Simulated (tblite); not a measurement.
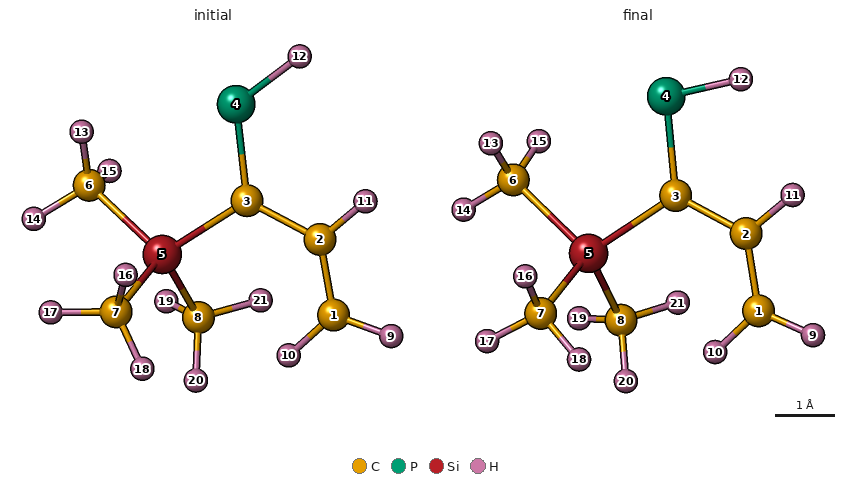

The structure of C₆H₁₃PSi before (left) and after (right) a relaxation, at one scale.

Style: ball-and-stick. Shown at a tilt.

The calculation used tblite 0.8.0, GFN2-xTB geometry optimisation, gas phase. 

> Summarise the run.

The largest move after the best rigid fit is that of H15, 0.64 Å. By element the largest moves are H 0.64 Å, P 0.26 Å, C 0.17 Å, Si 0.05 Å. Among the contacts that change: C3–Si5 1.848 → 1.907 Å, C7–H16 1.136 → 1.086 Å, P4–H12 1.462 → 1.414 Å, Si5–C7 1.868 → 1.910 Å. Among the angles between lasting bonds that change: C3–P4–H12 120.6° → 97.5°, H17–C7–H18 115.1° → 107.7°, Si5–C7–H16 105.0° → 111.0°. Groups turn about Si5–C7 by about 25°, Si5–C6 by about 25°. Over 96 geometry steps the energy falls by 20.6 kcal/mol.
